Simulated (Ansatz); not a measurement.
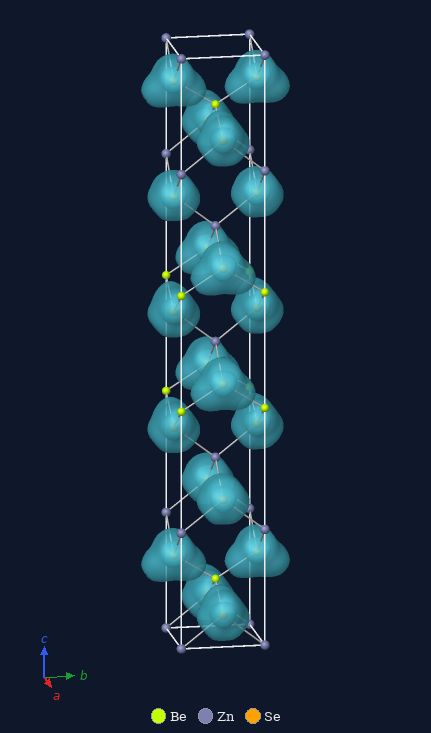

Be₂Zn₃Se₅. Isosurface of the ELF at 0.7 (cyan), seen slightly off an axis. Only the valence region is drawn (cores and ρ < 0.01 e/Å³ removed). Sticks mark near contacts.

Space group I-4m2; a structure generated by program, which may or may not match a known phase.

All numbers below come from Ansatz, DFT PBE, scalar-relativistic, plane waves, PAW.

Input file:

```
crystal:
  lattice:
    - [-1.9387698978, 1.9387698978, 13.9250666237]
    - [1.9387698978, -1.9387698978, 13.9250666237]
    - [1.9387698978, 1.9387698978, -13.9250666237]
  atoms:
    - { symbol: Be, position: [0.5980302307, 0.5980302307, 0.0] }
    - { symbol: Be, position: [0.4019697693, 0.4019697693, 0.0] }
    - { symbol: Zn, position: [0.0, 0.0, 0.0] }
    - { symbol: Zn, position: [0.1961178554, 0.1961178554, 0.0] }
    - { symbol: Zn, position: [0.8038821446, 0.8038821446, 0.0] }
    - { symbol: Se, position: [0.5543377985, 0.0543377985, 0.5] }
    - { symbol: Se, position: [0.1417318876, 0.6417318876, 0.5] }
    - { symbol: Se, position: [0.75, 0.25, 0.5] }
    - { symbol: Se, position: [0.3582681124, 0.8582681124, 0.5] }
    - { symbol: Se, position: [0.9456622015, 0.4456622015, 0.5] }
basis:
  ecutwfc: 420
kpoints:
  mp_grid: { grid: [10, 10, 10] }
  band_path:
    path:
      - [[0.0, 0.0, 0.0], [0.0, 0.0, 0.5], [0.25, 0.25, 0.25], [0.0, 0.5, 0.0], [0.0, 0.0, 0.0], [0.5, 0.5, -0.5], [0.25484616, 0.74515384, -0.25484616]]
      - [[-0.25484616, 0.25484616, 0.25484616], [0.0, 0.0, 0.0]]
      - [[0.0, 0.0, 0.5], [-0.00969233, 0.00969233, 0.5]]
      - [[0.5, 0.5, -0.00969233], [0.5, 0.5, -0.5]]
    npoints: 14
hamiltonian:
  xc: pbe
scf:
  occupations: { method: gaussian, width: 0.02 }
  n_extra_bands: 25
output:
  forces: true
  stress: true
  eigenvalues: true
  populations: true
  dos: { projected: true, de: 0.02, nscf_kmesh: { grid: [15, 15, 15] } }
  bader: true
  write_density: true
  write_potential: true
  elf: true
  volumetric_format: npy
```

Run with:

```sh
ansatz run input.yaml --threads 4 --pin off --max-ram 8192MiB --backend cpu --events-out ev --progress --plain --runs-dir out
```

Below, planes, directions and counts refer to the conventional cell (a = 3.88 Å, b = 3.88 Å, c = 27.85 Å, α = 90.00°, β = 90.00°, γ = 90.00°).

> Describe the localisation domains.

At this value the surface marks out ten regions wrapped around Se (the valence shell of each), counted in one cell of 20 atoms. Regions shared between cells count once. Profiles from the grid: Be–Se (2.29 Å): the ELF peaks at about 0.90 between the atoms: a shared but strongly polarised pair. Zn–Se (2.45 Å): the ELF is about 0.60 at the midpoint.

> How much charge does the calculation move between the atoms?

Electrons move from Be and Zn towards Se. Bader charges: Be +1.57, Zn +0.74 and Se −1.15 to −0.75 e.
